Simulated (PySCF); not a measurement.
# C$_{5}$H$_{9}$NO: what the fields show

```xyz
16

C     2.3077   -1.0662   -0.8916
O     1.2012   -1.3373   -0.0550
C     0.2728   -0.3894    0.0042
N     0.3256    0.7183   -0.6177
C    -0.8934    1.4520   -0.3231
C    -1.5494    0.7555    0.8887
C    -0.9555   -0.6526    0.8321
H     2.9561   -1.9499   -0.8476
H     1.9807   -0.8797   -1.9260
H     2.8512   -0.1739   -0.5447
H    -1.5514    1.4342   -1.2119
H    -0.6689    2.5131   -0.1298
H    -2.6481    0.7746    0.8647
H    -1.2330    1.2545    1.8183
H    -0.7169   -1.0982    1.8086
H    -1.5997   -1.3724    0.2972
```

Geometry: PBE0-D3(BJ)/def2-SVP.

Computed with CAM-B3LYP/def2-SVPD, SCF density, gas phase (PySCF).

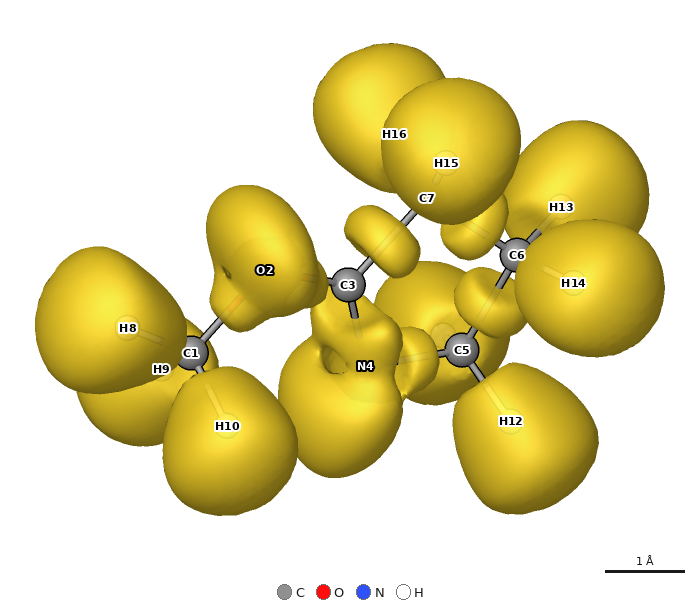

Figure 1. Isosurface of the ELF at 0.75 (yellow), seen at a tilt. Only the valence region is drawn (cores and ρ < 0.01 e/Å³ removed).

Question: Describe the localisation domains.

Answer: At this value the surface marks out three regions between bonded C–C atoms (shared pairs), nine regions around hydrogen nuclei, one region on N in which the atom's valence shell and bonds are merged and one region on O in which the atom's valence shell and bonds are merged. Along the contacts the grid gives the following. C–N (1.27 Å): the ELF peaks at about 0.90 between the atoms; a multiple bond. C–O (1.33 Å): the ELF peaks at about 0.90 between the atoms; a polar covalent bond.

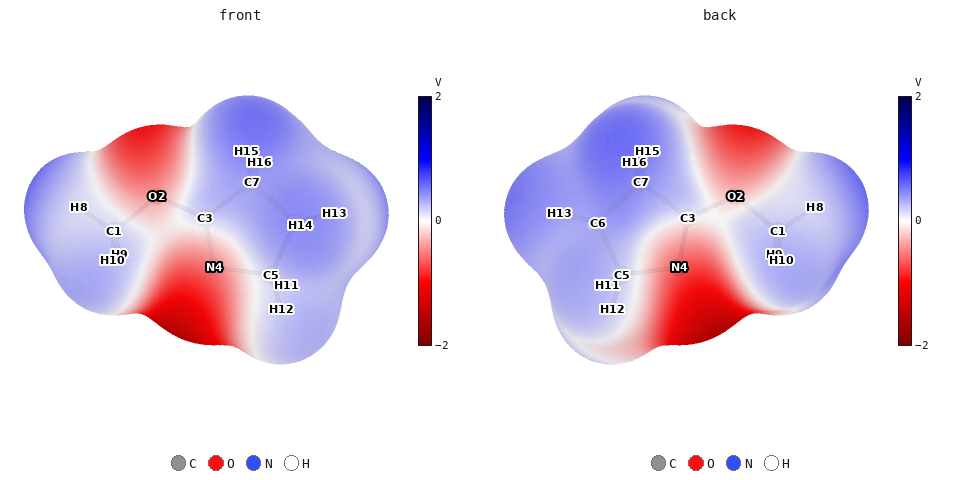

Figure 2. The electrostatic potential painted on the density surface at 0.001 e/bohr³, seen from the front and from behind; the colour scale runs from red (negative) to blue (positive).

Question: Where is the surface potential most negative and most positive?

Answer: The most negative region (about −1.5 V, or −35 kcal/mol for a unit charge) lies over N4, the most positive (about +0.6 V, or +14 kcal/mol for a unit charge) over H8, H15 and H16. N4 is the likeliest acceptor of a hydrogen bond.

Question: What dipole moment does the calculation give?

Answer: Its dipole moment is 1.01 D.

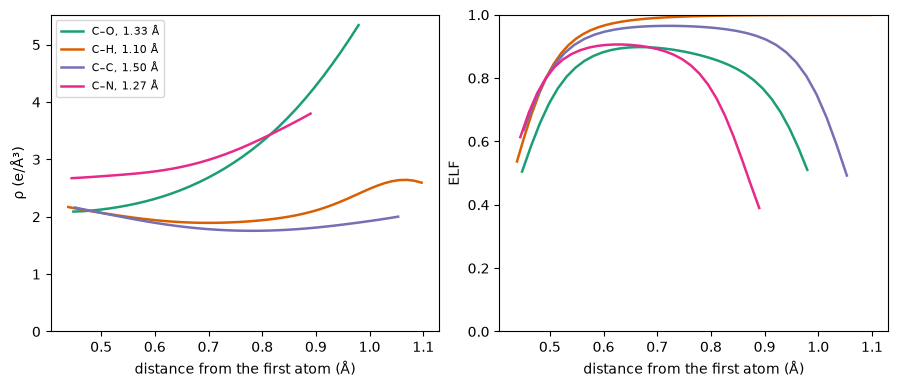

Figure 3. Total electron density and ELF along straight lines between neighbouring atoms. The curves leave out the atomic cores.

Question: What kind of bonding do the profiles show?

Answer: C–O (1.33 Å): ρ is about 2.5 e/Å³ halfway; the ELF peaks at about 0.90 between the atoms; a shared but strongly polarised pair.
C–H (1.10 Å): the density is about 2 e/Å³ at the midpoint; the ELF climbs to about 1 towards the hydrogen, as it does in any bond to H: an ordinary covalent bond to hydrogen.
C–C (1.50 Å): ρ is about 1.8 e/Å³ halfway; the ELF peaks at about 0.95 between the atoms (a covalent bond).
C–N (1.27 Å): ρ is about 2.8 e/Å³ halfway; the ELF peaks at about 0.90 between the atoms: a multiple bond.
